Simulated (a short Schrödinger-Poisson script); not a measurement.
Structure: gated Al0.4Ga0.6N/GaN polarisation-induced gas, at 20 K.

```csv
layer,material,thickness (nm),Na (cm⁻³)
1,Al0.4Ga0.6N,15,-
2,GaN,6000,1e14
```

The device is made up for the run: typed textbook-type constants, with dimensions and the other settings drawn at random. Al0.4Ga0.6N: permittivity 9.26, conduction-band edge (eV) 0.58, gap (eV) 4.258, electron mass (mₑ) 0.248, Nv at 300 K (cm⁻³) 4.6e19. GaN: permittivity 9.5, conduction-band edge (eV) 0, gap (eV) 3.43, Nv at 300 K (cm⁻³) 4.6e19.

Channel valleys (confinement mass, in-plane density-of-states mass, number): Γ 0.2, 0.2, 1. At the gate the conduction-band edge of layer 1 lies 1.36 eV − eVg above the Fermi level of the channel; the field vanishes at the back. Sheet of polarisation charge: +2e13 e/cm² at 15 nm from the gate. The barrier under the gate holds no holes. Gaps are held at their typed values at every temperature. Mesh 0.08 nm at interfaces.

Solved with a short Schrödinger-Poisson script written for these runs: 1D Poisson equation in equilibrium, electrons quantum, Hartree plus LDA exchange-correlation (BenDaniel-Duke, 40 states a valley, the channel's in-plane mass for all, wave functions free to enter the barrier), parabolic valleys, classical holes, full ionisation, no traps, pinning or gate leakage.

Only gate voltages with over 1e8 electrons/cm² are shown.

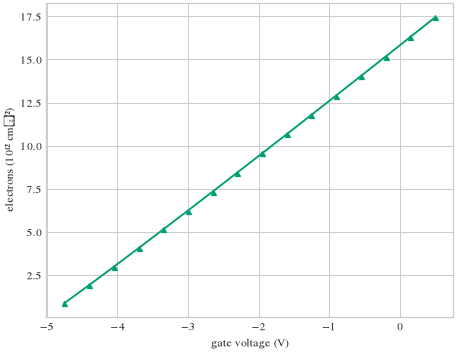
Fig. 1. Sheet density against gate voltage

```tsv
Vg (V)	electrons (cm⁻²)	in the channel layer	C (μF/cm²)	Γ E0 (meV)	Γ E1 (meV)
0.5	1.74e13	1.60e13	0.521	-187.4	-21.3
0.15	1.63e13	1.51e13	0.519	-176.4	-18.6
-0.2	1.52e13	1.42e13	0.518	-165.4	-16.1
-0.55	1.40e13	1.32e13	0.516	-154.2	-13.8
-0.9	1.29e13	1.22e13	0.514	-142.9	-11.6
-1.25	1.18e13	1.12e13	0.513	-131.6	-9.5
-1.6	1.07e13	1.02e13	0.511	-120.2	-7.5
-1.95	9.55e12	9.19e12	0.509	-108.7	-5.6
-2.3	8.44e12	8.17e12	0.507	-97.1	-3.8
-2.65	7.34e12	7.13e12	0.505	-85.3	-2.0
-3	6.24e12	6.09e12	0.502	-73.4	-0.1
-3.35	5.14e12	5.04e12	0.499	-61.3	3.0
-3.7	4.06e12	4.00e12	0.495	-48.6	8.5
-4.05	2.98e12	2.95e12	0.491	-35.7	13.7
-4.4	1.92e12	1.90e12	0.484	-22.9	17.5
-4.75	8.73e11	8.70e11	0.470	-10.4	18.9
```

Subbands count from the Fermi level.
